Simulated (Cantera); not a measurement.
Charge: 1 mol TEOS, 0.15 mol CO2, equilibrated at 90.0 mbar.

These are equilibrium values from Cantera (NASA tables, ideal gas, pure condensed phases), not measurements of a reactor. Candidate condensed phases: C, C6H6, C7H8, C8H18, H2O, Si, SiC, SiO2; 123 gas species. The feed counts by its element totals alone. The numbers say what is thermodynamically allowed, not how fast it happens.

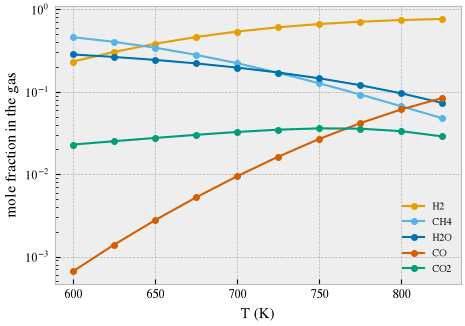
*Equilibrium gas composition (values under 1e-9 drawn at 1e-9)*

Question: Read off the mole fractions at 650 K.

Answer: H2 about 0.38, CH4 about 0.34, H2O about 0.24, CO2 about 0.028, CO about 0.0028.
